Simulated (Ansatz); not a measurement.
# Diffusion barrier of Li in Si

How high is the barrier in Si when interstitial Li hops to an equivalent place? Supercell of 16 sites with charge +1; relaxed ends, then a climbing-image band.

Program: Ansatz 0.2.0. Level of theory: DFT r2SCAN, scalar-relativistic, plane waves, PAW. These are calculated values, not measurements.

## (1) The structure to begin with

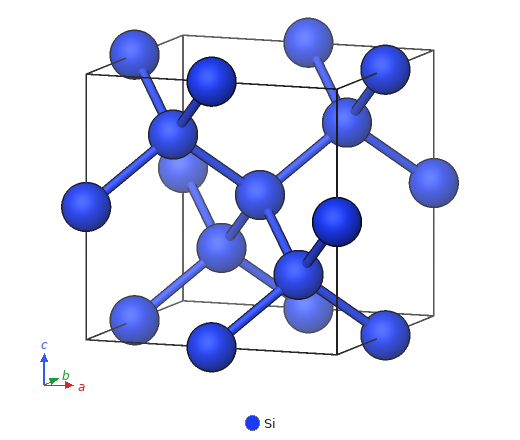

The starting structure, seen slightly off an axis (silicon blue). The cell drawn here is the conventional one.

Structure file:

```
Si
1.0
     0.00000    2.72185    2.72185
     2.72185    0.00000    2.72185
     2.72185    2.72185    0.00000
Si
2
Direct
  0.75000 0.75000 0.75000
  0.50000 0.50000 0.50000
```

Source of the structure: the Materials Project (structure only).

## (2) A first look at the start

input.yaml

```yaml
crystal:
  lattice:
    - [0.0, 2.72185119, 2.72185119]
    - [2.72185119, 0.0, 2.72185119]
    - [2.72185119, 2.72185119, 0.0]
  atoms:
    - { symbol: Si, position: [0.75, 0.75, 0.75] }
    - { symbol: Si, position: [0.5, 0.5, 0.5] }
basis:
  ecutwfc: 500
kpoints:
  mp_grid: { grid: [6, 6, 6] }
hamiltonian:
  xc: r2scan
scf:
  occupations: { method: gaussian, width: 0.1 }
output:
  forces: true
  stress: true
  eigenvalues: true
```

Started as:

```console
> ansatz run input.yaml --threads 8 --pin off --max-ram 20480MiB --backend cpu --events-out ev --progress --plain --runs-dir out
```

Standard output, cut to the lines that bear on the results:

```text
[...]
SCF converged after 6 iterations
Free energy (F): -1278.111742 eV
[...]
E sigma→0 (E₀):  -1278.111742 eV
Fermi energy:    6.536859 eV
[...]
--- Forces (eV/Å), atoms counted from 1 ---
  atom   1  Si    -0.00000000     0.00000000     0.00000000
  atom   2  Si     0.00000000     0.00000000     0.00000000
[...]
--- Stress (GPa, compression-positive) ---
        0.095794      -0.000000      -0.000000
       -0.000000       0.095794      -0.000000
       -0.000000      -0.000000       0.095794
  P = ⅓ Tr σ = 0.0958 GPa (0.958 kbar)
--- Band table (eV; the first three rows and the last of 16) ---
  k-point 0: bands = ["-6.3997", "6.0856", "6.0856", "6.0856", "8.8234", "8.8234", "8.8234", "9.9774"]
[...]
```

Wall time 0.5 s (8 threads of Intel Xeon Platinum 8259CL at 2.50GHz (Skylake/Cascade Lake), shared host); peak memory 0.47 GiB.

The probe gives pressure 0.1 GPa, largest force 0.00 eV/Å, gap on this mesh 0.92 eV. By this gap the next run takes a mesh of 8×8×8 and a smearing of 0.02 eV.

## (3) Full relaxation

input.yaml: that of step 2 with these lines changed.

```diff
@@ -11,3 +11,3 @@
 kpoints:
-  mp_grid: { grid: [6, 6, 6] }
+  mp_grid: { grid: [8, 8, 8] }
 hamiltonian:
@@ -15,3 +15,3 @@
 scf:
-  occupations: { method: gaussian, width: 0.1 }
+  occupations: { method: gaussian, width: 0.02 }
 output:
@@ -20 +20,6 @@
   eigenvalues: true
+relax:
+  adjacent_minimum: "off"
+  f_tol: 0.005
+  max_steps: 80
+  cell: { stress_tol: 0.05 }
```

Started as:

```console
> ansatz run input.yaml --threads 8 --pin off --max-ram 20480MiB --backend cpu --events-out ev --progress --plain --runs-dir out
```

Standard output, cut to the lines that bear on the results:

```text
Warning: RAYON_NUM_THREADS=8 ignored (pool sized by the plan → 8); use --threads N
[...]
Pseudopotentials: kind: paw
Pseudopotential: Si, paw, valence charge 4, recommended cutoff 500 eV (meta_gga), Si.paw.azcp
Functional definition: r2SCAN
[...]
Crystal: 2 atoms, lattice volume = 40.330 Å³
Basis set: ecut = 500 eV, 965 PW (Γ), exchange–correlation on 120×120×120 points (64 copies of the dense FFT grid, shifted against one another)
Bands: 8, of which v1, the nominal top of the filled ones, is band 4 counted from 1 (3 counted from 0)
Symmetry: 48 space group operations
Space group: Fd-3m (ITA 227), of the structure as read, at distance tolerance 3.4e-5 Å
k-points: 29 of 512
[...]
SCF iter   1: F=—  HF=-1278.114933 eV  |F-HF|=—  |Δ(HF+E_count)|=         —  Δρ=3.14e-3  dr2=3.05e-3  dr2_τ=1.22e-2  ethr=1.77e-3  ⟨swp⟩=6.2  Hψ=2145  notcnv=0
[...]
E sigma→0 (E₀):  -1278.130076 eV
Fermi energy:    6.485257 eV
[...]
--- Forces (eV/Å), atoms counted from 1 ---
  atom   1  Si    -0.00000000    -0.00000000     0.00000000
  atom   2  Si     0.00000000     0.00000000    -0.00000000
[...]
--- Stress (GPa, compression-positive) ---
        0.035371      -0.000000      -0.000000
       -0.000000       0.035371       0.000000
        0.000000       0.000000       0.035371
  P = ⅓ Tr σ = 0.0354 GPa (0.354 kbar)
--- Band table (eV; the first three rows and the last of 29) ---
  k-point 0: bands = ["-6.4048", "6.0803", "6.0803", "6.0803", "8.8195", "8.8195", "8.8195", "9.9710"]
[...]
--- Relaxed structure (1 steps of the walk, 1 accepted, 1 SCFs on fresh bases) ---
  F+E_penalty+E_count = -1278.13007603 eV   max|allowed force component| = 9.252e-18 eV/Å   (the final SCF, on the basis selected at the relaxed cell)
  cell:  # Å, volume = 40.3295 Å³
    - [0.0, 2.72185119, 2.72185119]
    - [2.72185119, 0.0, 2.72185119]
    - [2.72185119, 2.72185119, 0.0]
  atoms:
    - { symbol: Si, position: [0.75, 0.75, 0.75] }
    - { symbol: Si, position: [0.5, 0.5, 0.5] }
```

Wall time 0.94 s (8 threads of Intel Xeon Platinum 8259CL at 2.50GHz (Skylake/Cascade Lake), shared host); peak memory 0.49 GiB.

Step by step:

| step | E - E(step 1) (eV/cell) | largest force component (eV/Å) | pressure (GPa) | volume (Å³) |
| --- | --- | --- | --- | --- |
| 1 | 0.0000 | 0.0000 | 0.04 | 40.33 |
| 2 | 0.0000 | 0.0000 | 0.04 | 40.33 |

Step 1 is the start. Step 2 repeats the geometry before it on a plane-wave basis chosen anew for that cell, so its energy need not be comparable with the rows above.

Lengths and angles in the start's conventional setting:

|  | before | after | change |
| --- | --- | --- | --- |
| a (Å) | 5.444 | 5.444 | 0.0 % |
| b (Å) | 5.444 | 5.444 | 0.0 % |
| c (Å) | 5.444 | 5.444 | 0.0 % |
| volume (Å³/atom) | 20.16 | 20.16 | 0.0 % |
| shortest distance (Å) | 2.357 | 2.357 | 0.0 % |
| space group (0.01 Å) | Fd-3m | Fd-3m | same |

Forces and stress were held to the start's 48 operations: a distortion of lower symmetry was not tested.

## (4) A run with other settings

input.yaml: that of step 3 with these lines changed.

```diff
@@ -15,11 +15,7 @@
 scf:
-  occupations: { method: gaussian, width: 0.02 }
+  occupations: { method: fixed }
+  max_iter: 50
 output:
   forces: true
+  eigenvalues: true
   stress: true
-  eigenvalues: true
-relax:
-  adjacent_minimum: "off"
-  f_tol: 0.005
-  max_steps: 80
-  cell: { stress_tol: 0.05 }
```

Started as:

```console
> ansatz run input.yaml --threads 8 --pin off --max-ram 20480MiB --backend cpu --events-out ev --progress --plain --runs-dir out
```

Standard output, cut to the lines that bear on the results:

```text
Warning: RAYON_NUM_THREADS=8 ignored (pool sized by the plan → 8); use --threads N
[...]
[... 3 set-up lines as earlier in the session ...]
[...]
Crystal: 2 atoms, lattice volume = 40.330 Å³
Basis set: ecut = 500 eV, 965 PW (Γ), exchange–correlation on 120×120×120 points (64 copies of the dense FFT grid, shifted against one another)
Bands: 8, of which v1, the nominal top of the filled ones, is band 4 counted from 1 (3 counted from 0)
[... 2 set-up lines as earlier in the session ...]
k-points: 29 of 512
[...]
SCF iter   1: F=—  HF=-1278.114941 eV  |F-HF|=—  |Δ(HF+E_count)|=         —  Δρ=3.14e-3  dr2=3.05e-3  dr2_τ=1.22e-2  ethr=1.77e-3  ⟨swp⟩=4.2  Hψ=1685  notcnv=0  defer=45
[...]
SCF iter   6: F=-1278.130076 eV  HF=-1278.130076 eV  |F-HF|=1.43e-10  |Δ(HF+E_count)|=   1.55e-8  Δρ=1.07e-6  dr2=2.37e-10  dr2_τ=1.28e-12  ethr=2.34e-10  ⟨swp⟩=5.2  Hψ=1542  notcnv=0
[...]
SCF converged after 6 iterations
Free energy (F): -1278.130076 eV
[...]
E sigma→0 (E₀):  -1278.130076 eV
Fermi energy:    6.080275 eV
[...]
--- Forces (eV/Å), atoms counted from 1 ---
  atom   1  Si    -0.00000000     0.00000000     0.00000000
  atom   2  Si    -0.00000000     0.00000000    -0.00000000
[...]
--- Stress (GPa, compression-positive) ---
        0.035346       0.000000      -0.000000
        0.000000       0.035346       0.000000
       -0.000000       0.000000       0.035346
  P = ⅓ Tr σ = 0.0353 GPa (0.353 kbar)
--- Band table (eV; the first three rows and the last of 29) ---
  k-point 0: bands = ["-6.4048", "6.0803", "6.0803", "6.0803", "8.8195", "8.8195", "8.8195", "9.9710"]
[...]
```

Wall time 0.62 s (8 threads of Intel Xeon Platinum 8259CL at 2.50GHz (Skylake/Cascade Lake), shared host); peak memory 0.47 GiB.

## (5) Checking the result

The run converged and reported no error. That alone doesn't make the input a sound one.

Fixed occupations are right only where a gap separates filled from empty bands at every k-point. This system has one (0.81 eV on the mesh), so they are sound here.

The occupations need no remedy; a run with other occupations serves as a check.

```
    run     ending       energy change  pressure (GPa)  gap (eV)  force (eV/Å)  cycles    time
 step 3  converged                   0             0.0      0.81          0.00       -  0.94 s
altered  converged  0.0 meV/atom (σ→0)             0.0      0.81          0.00       6  0.62 s
```

The changed input (smearing) leaves the energy the same to the digits printed.

## (6) Relaxing the first end

The supercell's rows are 0 -2 2; 0 0 2; -2 0 2 in vectors of the relaxed cell. Atom 17 is the Li that will move.

input.yaml

```yaml
crystal:
  lattice:
    - [0.0, 5.44370238, -5.44370238]
    - [5.44370238, 5.44370238, 0.0]
    - [5.44370238, 0.0, -5.44370238]
  atoms:
    - { symbol: Si, position: [0.125, 0.125, 0.125] }
    - { symbol: Si, position: [0.125, 0.625, 0.125] }
    - { symbol: Si, position: [0.625, 0.125, 0.125] }
    - { symbol: Si, position: [0.625, 0.625, 0.125] }
    - { symbol: Si, position: [0.125, 0.125, 0.625] }
    - { symbol: Si, position: [0.125, 0.625, 0.625] }
    - { symbol: Si, position: [0.625, 0.125, 0.625] }
    - { symbol: Si, position: [0.625, 0.625, 0.625] }
    - { symbol: Si, position: [0.25, 0.75, 0.25] }
    - { symbol: Si, position: [0.25, 0.25, 0.25] }
    - { symbol: Si, position: [0.75, 0.75, 0.25] }
    - { symbol: Si, position: [0.75, 0.25, 0.25] }
    - { symbol: Si, position: [0.25, 0.75, 0.75] }
    - { symbol: Si, position: [0.25, 0.25, 0.75] }
    - { symbol: Si, position: [0.75, 0.75, 0.75] }
    - { symbol: Si, position: [0.75, 0.25, 0.75] }
    - { symbol: Li, position: [-0.0160867225, 0.0092393625, 0.0156044013] }
total_charge: 1
basis:
  ecutwfc: 500
  xc_grid: 3
kpoints:
  mp_grid: { grid: [2, 2, 2], shift: [0.0, 0.0, 0.0] }
hamiltonian:
  xc: r2scan
scf:
  occupations: { method: gaussian, width: 0.02 }
output:
  forces: true
  stress: false
  eigenvalues: true
  write_density: true
  write_potential: true
  elf: true
  volumetric_format: npy
relax:
  adjacent_minimum: "off"
  f_tol: 0.02
  max_steps: 60
```

Started as:

```console
> ansatz run input.yaml --threads 8 --pin off --max-ram 20480MiB --backend cpu --events-out ev --progress --plain --runs-dir out
```

Standard output, cut to the lines that bear on the results:

```text
Warning: RAYON_NUM_THREADS=8 ignored (pool sized by the plan → 8); use --threads N
[...]
[... 2 set-up lines as earlier in the session ...]
Pseudopotential: Li, paw, valence charge 3, recommended cutoff 500 eV (meta_gga), Li.paw.azcp
[... 1 set-up line as earlier in the session ...]
[...]
Crystal: 17 atoms, lattice volume = 322.636 Å³
Basis set: ecut = 500 eV, 8099 PW (Γ), exchange–correlation on 180×180×180 points (27 copies of the dense FFT grid, shifted against one another)
Bands: 50, of which v1, the nominal top of the filled ones, is band 33 counted from 1 (32 counted from 0)
Symmetry: 1 space group operations
Space group: P1 (ITA 1), of the structure as read, at distance tolerance 6.9e-5 Å
k-points: 8
[...]
SCF iter   1: F=—  HF=-10435.269502 eV  |F-HF|=—  |Δ(HF+E_count)|=         —  Δρ=6.27e-3  dr2=1.46e-1  dr2_τ=1.06e-1  ethr=1.77e-3  ⟨swp⟩=11.0  Hψ=2424  notcnv=0  defer=16
[...]
relax step   1: F+E_penalty+E_count = -10435.39300129 eV  Δ(F+E_penalty+E_count) = +0.000e0 eV  max|allowed force component| = 8.298e-1 eV/Å  Δτ_max = 0.0000 Å  (6 SCF iters, dr2 threshold 1.00e-5 eV, accepted)
[...]
relax step   3: F+E_penalty+E_count = -10435.55518853 eV  Δ(F+E_penalty+E_count) = -1.495e-2 eV  max|allowed force component| = 5.705e-2 eV/Å  Δτ_max = 0.0547 Å  (4 SCF iters, dr2 threshold 5.73e-6 eV, accepted)
[...]
relax step   4: F+E_penalty+E_count = -10435.55665097 eV  Δ(F+E_penalty+E_count) = -1.462e-3 eV  max|allowed force component| = 2.368e-3 eV/Å  Δτ_max = 0.0259 Å  (5 SCF iters, accepted)
[...]
SCF iter   1: F=—  HF=-10435.556651 eV  |F-HF|=—  |Δ(HF+E_count)|=         —  Δρ=2.07e-6  dr2=2.03e-8  dr2_τ=3.08e-10  ethr=3.07e-11  ⟨swp⟩=1.0  Hψ=1128  notcnv=0
```

## (7) The output, continued: Li interstitial, charge +1, atoms relaxed

The log, continued, cut to the lines that bear on the results:

```text
[...]
SCF iter   2: F=-10435.556651 eV  HF=-10435.556651 eV  |F-HF|=3.27e-9  |Δ(HF+E_count)|=   5.32e-9  Δρ=1.28e-6  dr2=6.99e-9  dr2_τ=7.91e-11  ethr=3.07e-11  ⟨swp⟩=7.5  Hψ=1929  notcnv=0
[...]
SCF converged after 2 iterations
Free energy (F): -10435.556651 eV
[...]
E sigma→0 (E₀):  -10435.556651 eV
Fermi energy:    6.737359 eV
[...]
--- Forces (eV/Å), atoms counted from 1 ---
  atom   1  Si     0.00060168    -0.00006991    -0.00003819
  atom   2  Si    -0.00012755    -0.00071001    -0.00059221
  atom   3  Si     0.00057584    -0.00013044     0.00000999
  atom   4  Si     0.00058673    -0.00045605    -0.00045186
  atom   5  Si    -0.00029340     0.00065410     0.00076446
  atom   6  Si     0.00022997    -0.00013160     0.00007243
  atom   7  Si     0.00049149     0.00029632     0.00030853
  atom   8  Si     0.00010004    -0.00006547     0.00001403
[...]
    - { symbol: Si, position: [0.6248994274532755, 0.12308839665040816, 0.62669474194632] }
    - { symbol: Si, position: [0.6248756458602304, 0.6263149655169948, 0.6266760796194785] }
    - { symbol: Si, position: [0.2511328552386143, 0.7485325511048129, 0.25289425134166] }
    - { symbol: Si, position: [0.2489530619259449, 0.2506021856129846, 0.2510196436830303] }
    - { symbol: Si, position: [0.7470065312691719, 0.7485398883697637, 0.2529018419587391] }
    - { symbol: Si, position: [0.7470320973764546, 0.2525705695217475, 0.25292218074365264] }
    - { symbol: Si, position: [0.2511004981552179, 0.748500775139318, 0.748889820726107] }
    - { symbol: Si, position: [0.2511259474820575, 0.2525324757068246, 0.7489107065164795] }
    - { symbol: Si, position: [0.7491416611225933, 0.7504917797428524, 0.750830385036842] }
    - { symbol: Si, position: [0.7469979369809348, 0.2525405551111657, 0.7489176533541737] }
    - { symbol: Li, position: [-0.0011027100222843105, 0.0006377991450907727, 0.001066993622771351] }
```

Wall time 12 s (8 threads of Intel Xeon Platinum 8259CL at 2.50GHz (Skylake/Cascade Lake), shared host); peak memory 1.7 GiB.

The steps of the relaxation:

```
step  energy from step 1 (eV/cell)  largest force component (eV/Å)
   1                        0.0000                          0.8298
   2                       -0.1472                          0.3027
   3                       -0.1622                          0.0571
   4                       -0.1637                          0.0024
```

Step 1 is the start.

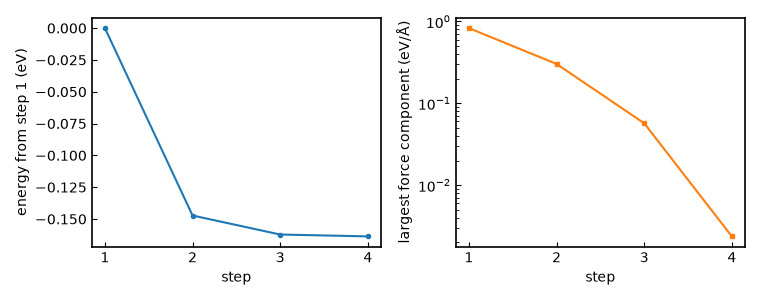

How energy and force went from step to step.

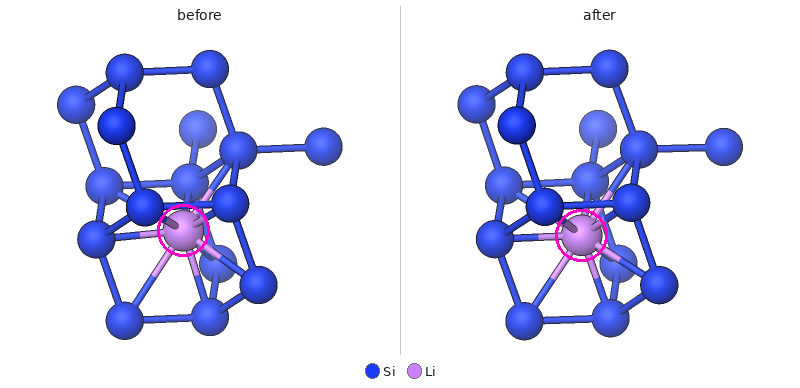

The structure before (left) and after (right), drawn at the same scale. Each atom of the cell is drawn once, at one copy chosen for all pictures, so bonds across the cell's faces may be missing.

The atom that moved most is Li17, by 0.13 Å.

For the maps the cell is shifted so that the defect's site lies at its middle.

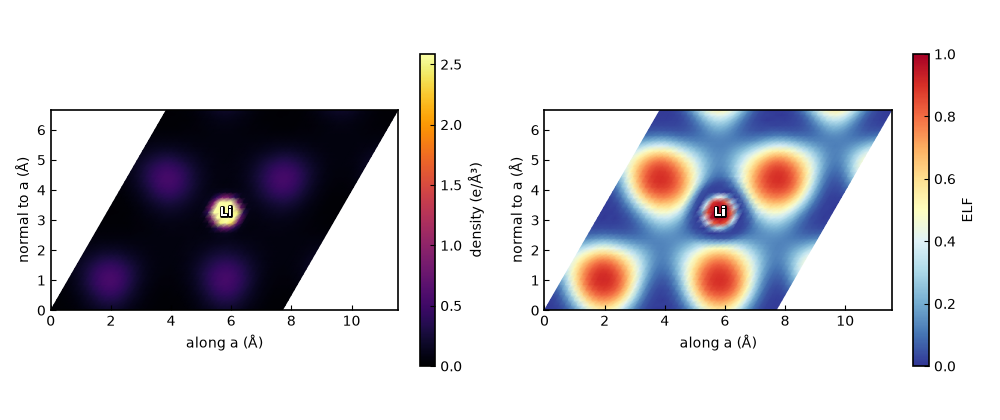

Density (left) and ELF (right) in a lattice plane of the grid's cell (edges 7.70 and 7.70 Å, at 0.488 of the third edge), which holds Li. Only atoms in the plane are labelled; the density scale stops at 2.59 e/Å³. Both are smooth fields of the valence electrons: close to the nuclei they are not physical.

Outside the cores ELF peaks at 0.97 on the Si–Si line, 1.2 Å from Si.

## (8) Nudged elastic band, a jump of 2.35 Å

The first end is the relaxed cell above; the second is its image under a symmetry operation of the host.

input.yaml

```yaml
crystal:
  lattice:
    - [0.0, 5.44370238, -5.44370238]
    - [5.44370238, 5.44370238, 0.0]
    - [5.44370238, 0.0, -5.44370238]
  atoms:
    - { symbol: Si, position: [0.1265080006, 0.126562399, 0.1265741851] }
    - { symbol: Si, position: [0.1264657277, 0.6173438812, 0.1265376944] }
    - { symbol: Si, position: [0.617128207, 0.1265754082, 0.1265866575] }
    - { symbol: Si, position: [0.6250183223, 0.625031525, 0.1217541905] }
    - { symbol: Si, position: [0.1264531568, 0.1265111539, 0.6173963167] }
    - { symbol: Si, position: [0.1218516903, 0.6249961801, 0.6249963687] }
    - { symbol: Si, position: [0.6250118908, 0.1217772511, 0.6250222936] }
    - { symbol: Si, position: [0.6249881092, 0.6250038199, 0.6250036313] }
    - { symbol: Si, position: [0.2512453186, 0.7472214055, 0.251221803] }
    - { symbol: Si, position: [0.2490655253, 0.24929104, 0.2493471954] }
    - { symbol: Si, position: [0.7471189946, 0.7472287428, 0.2512293936] }
    - { symbol: Si, position: [0.7471445607, 0.2512594239, 0.2512497324] }
    - { symbol: Si, position: [0.2512129615, 0.7471896296, 0.7472173724] }
    - { symbol: Si, position: [0.2512384108, 0.2512213301, 0.7472382582] }
    - { symbol: Si, position: [0.7492541245, 0.7491806342, 0.7491579367] }
    - { symbol: Si, position: [0.7471104003, 0.2512294095, 0.747245205] }
    - { symbol: Li, position: [-0.0009902467, -0.0006733464, -0.0006054547] }
total_charge: 1
basis:
  ecutwfc: 500
  xc_grid: 3
kpoints:
  mp_grid: { grid: [2, 2, 2], shift: [0.0, 0.0, 0.0] }
hamiltonian:
  xc: r2scan
scf:
  occupations: { method: gaussian, width: 0.02 }
output:
  forces: true
neb:
  images: 5
  f_tol: 0.05
  max_iterations: 70
  order_check: false
  final_atoms:
    - { symbol: Si, position: [0.1258420633, 0.1225926953, 0.1258193658] }
    - { symbol: Si, position: [0.1277826276, 0.6206199635, 0.1278103704] }
    - { symbol: Si, position: [0.623778197, 0.1246885271, 0.1277785945] }
    - { symbol: Si, position: [0.6237706064, 0.620577131, 0.1277712572] }
    - { symbol: Si, position: [0.1277617418, 0.1246979991, 0.6237786699] }
    - { symbol: Si, position: [0.127754795, 0.6205850149, 0.6237705905] }
    - { symbol: Si, position: [0.6237502676, 0.1246537171, 0.6237405761] }
    - { symbol: Si, position: [0.6256528046, 0.6227037607, 0.62570896] }
    - { symbol: Si, position: [0.2499963687, 0.7499955604, 0.2499961801] }
    - { symbol: Si, position: [0.2500036313, 0.2468442391, 0.2500038199] }
    - { symbol: Si, position: [0.7484623056, 0.7453473032, 0.2576561188] }
    - { symbol: Si, position: [0.7532458095, 0.2468040378, 0.249968475] }
    - { symbol: Si, position: [0.2576036833, 0.7453606274, 0.7484888461] }
    - { symbol: Si, position: [0.2499777064, 0.2468114355, 0.7532227489] }
    - { symbol: Si, position: [0.7484133425, 0.7452902727, 0.7484245918] }
    - { symbol: Si, position: [0.7484258149, 0.2546445847, 0.748437601] }
    - { symbol: Li, position: [-0.1243945453, -0.1272690478, -0.1243266536] }
```

Started as:

```console
> ansatz run input.yaml --threads 8 --pin off --max-ram 20480MiB --backend cpu --events-out ev --progress --plain --runs-dir out
```

Standard output, cut to the lines that bear on the results:

```text
Warning: neb: disabling space-group detection — the band's intermediate images generally break the endpoint symmetry, so no spatial operation reduces the k-mesh or symmetrises the density, except that a semilocal band can use its path's symmetry ahead of convergence; time reversal is [...]
Warning: RAYON_NUM_THREADS=8 ignored (pool sized by the plan → 8); use --threads N
[...]
[... 4 set-up lines as earlier in the session ...]
[...]
parallel-image band execution: 2 concurrent image workers
NEB image 0
Crystal: 17 atoms, lattice volume = 322.636 Å³
Basis set: ecut = 500 eV, 8099 PW (Γ), exchange–correlation on 180×180×180 points (27 copies of the dense FFT grid, shifted against one another)
Bands: 50, of which v1, the nominal top of the filled ones, is band 33 counted from 1 (32 counted from 0)
[... 1 set-up line as earlier in the session ...]
k-points: 8
[...]
SCF iter   1: F=-10435.515313 eV  HF=-10435.432189 eV  |F-HF|=8.31e-2  |Δ(HF+E_count)|=         —  Δρ=6.22e-3  dr2=1.38e-1  dr2_τ=1.05e-1  ethr=1.77e-3  ⟨swp⟩=10.8  Hψ=2477  notcnv=0  defer=7
[...]
NSCF: frozen V_eff on 8 k-points
NEB image 6
[...]
NSCF: frozen V_eff on 8 k-points
NEB end point (image 0): max|allowed force component| = 2.280e-3 eV/Å (the criterion of neb.relax_end_points is 1.000e-2)
NEB end point (image 6): max|allowed force component| = 2.372e-3 eV/Å (the criterion of neb.relax_end_points is 1.000e-2)
NEB image 1
[...]
NEB image 2
[...]
NEB image 3
[...]
SCF iter   5: F=-10434.727011 eV  HF=-10434.727011 eV  |F-HF|=2.48e-7  |Δ(HF+E_count)|=   1.37e-4  Δρ=2.50e-5  dr2=2.79e-6  dr2_τ=4.74e-8  ethr=1.35e-7  ⟨swp⟩=3.0  Hψ=679  notcnv=0  defer=74
```

## (9) The output, continued: climbing-image band for the jump of Li by 2.35 Å

Output, continued, cut to the lines that bear on the results:

```text
SCF iter   6: F=-10434.727012 eV  HF=-10434.727012 eV  |F-HF|=1.74e-9  |Δ(HF+E_count)|=   1.03e-6  Δρ=4.50e-6  dr2=7.14e-8  dr2_τ=1.50e-9  ethr=1.52e-10  ⟨swp⟩=3.8  Hψ=1481  notcnv=0
[...]
NEB image 4
[...]
NEB image 5
[...]
NEB iter   1: max|band force component| = 8.467e-1 eV/Å  barrier→ = 0.8296 eV  barrier← = 0.8296 eV  Δτ_max = 0.0921 Å  (42 SCF iters)
[...]
NEB iter   2: max|band force component| = 1.954e-1 eV/Å  barrier→ = 0.6526 eV  barrier← = 0.6526 eV  CI = image 3  Δτ_max = 0.0624 Å  (30 SCF iters)
NEB image 1
[...]
NEB image 2
[...]
SCF iter   2: F=-10435.106442 eV  HF=-10435.105687 eV  |F-HF|=7.55e-4  |Δ(HF+E_count)|=   8.74e-3  Δρ=2.20e-3  dr2=1.08e-2  dr2_τ=3.52e-5  ethr=4.90e-5  ⟨swp⟩=2.5  Hψ=592  notcnv=0  defer=9
```

(Part 1 of 2 ends here.)
